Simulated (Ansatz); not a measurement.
# BH₇N₂SSi (SMILES N[SiH](N)BS): what the fields show

Input file:

```
crystal:
  periodic: [false, false, false]
  atoms:
    - { symbol: "N", position_ang: [-1.7448, 0.2163, 0.5102] }
    - { symbol: Si, position_ang: [-0.1924, -0.5329, 0.541] }
    - { symbol: "N", position_ang: [1.0038, 0.6269, 1.1336] }
    - { symbol: B, position_ang: [0.3706, -1.0984, -1.248] }
    - { symbol: S, position_ang: [0.4606, 0.1481, -2.6452] }
    - { symbol: H, position_ang: [-1.9988, 0.5957, 1.4702] }
    - { symbol: H, position_ang: [-1.665, 1.1237, -0.0813] }
    - { symbol: H, position_ang: [-0.2043, -1.6806, 1.4269] }
    - { symbol: H, position_ang: [0.7217, 0.952, 2.1347] }
    - { symbol: H, position_ang: [0.9985, 1.4653, 0.5496] }
    - { symbol: H, position_ang: [0.4898, -2.2518, -1.4394] }
    - { symbol: H, position_ang: [1.8371, 0.3805, -2.3184] }
basis:
  gaussian: { orbitals: def2-SVP }
hamiltonian:
  xc: b3lyp
  dispersion: d4
relax:
  f_tol: 0.015
  max_steps: 40
output:
  orbitals: {}
```

Command:

```sh
ansatz run input.yaml --threads 2 --pin off --max-ram 3072MiB --backend cpu --events-out ev --progress --plain --runs-dir out
```

The fields are those of the run's last geometry, not of the input's.

The calculation used RKS B3LYP-D4/def2-SVP (Ansatz 0.2.0).

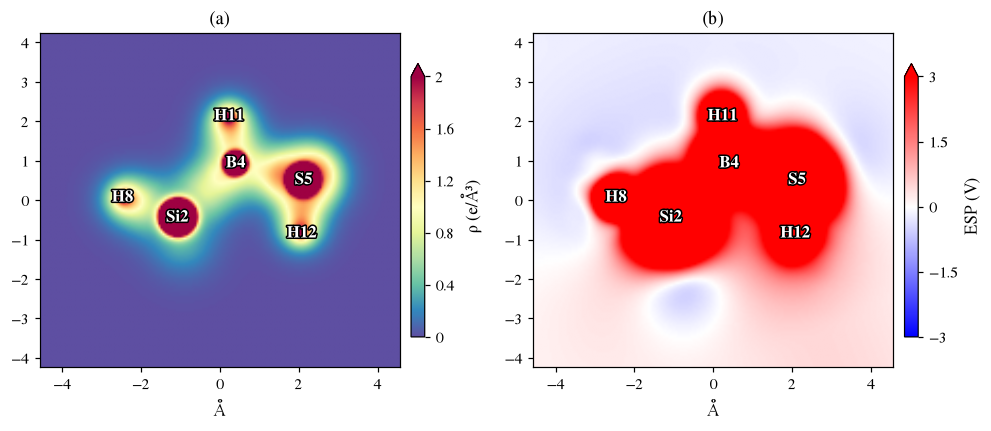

Figure 1. (a) total electron density; (b) molecular electrostatic potential on the plane of atoms S5, B4 and H11.

Q: Read the bonding off the picture.

A: Atoms in the plane: Si, B, S and H.
B–S (1.78 Å): ρ is about 1.3 e/Å³ halfway.
Si–B (2.01 Å): the density is about 0.83 e/Å³ at the midpoint.
B–H (1.21 Å): ρ at the midpoint is about 1.2 e/Å³.
S–H (1.36 Å): ρ at the midpoint is about 1.4 e/Å³.
Si–H (1.49 Å): the density is about 0.76 e/Å³ at the midpoint.
Outside the dense part of the molecule the potential is most negative (−0.5 V) near N3, which lies off the plane.

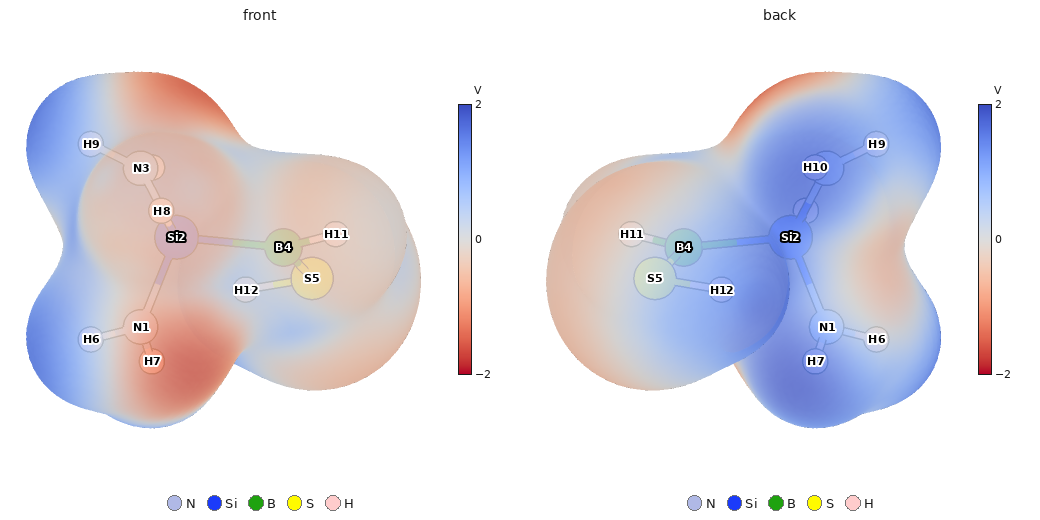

Figure 2. The molecular electrostatic potential painted on the density surface at 0.002 e/bohr³, seen from the front and from behind; the colour scale runs from red (negative) to blue (positive).

Q: Describe the electrostatic potential map.

A: The most negative region (about −1.3 V) lies over N1 and N3, the most positive (about +1.5 V) over H7, H10 and H12.

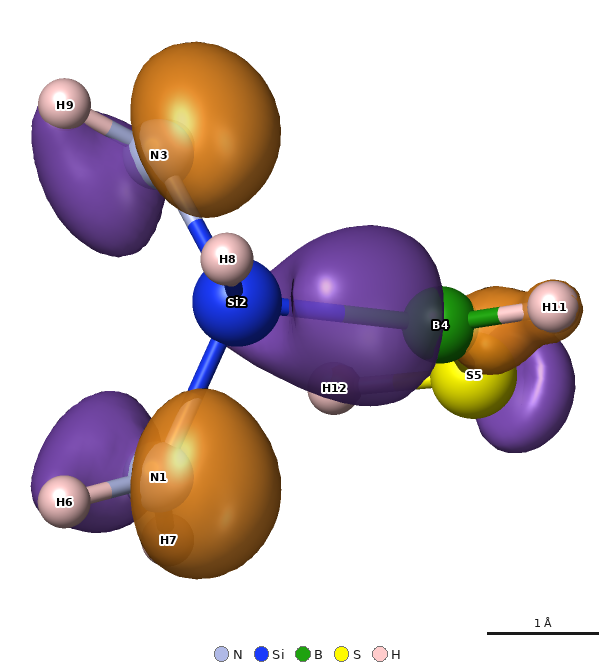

Figure 3. The HOMO−1 at ±0.15 Å⁻³ᐟ² (orange and purple are the two phases), seen at a tilt.

Q: Where does this orbital lie, and at what energy?

A: It lies mainly on N1 (about 25 %), N3 (about 25 %), Si2 (about 15 %), B4 (about 15 %) and S5 (about 10 %). Its energy is −7.05 eV.
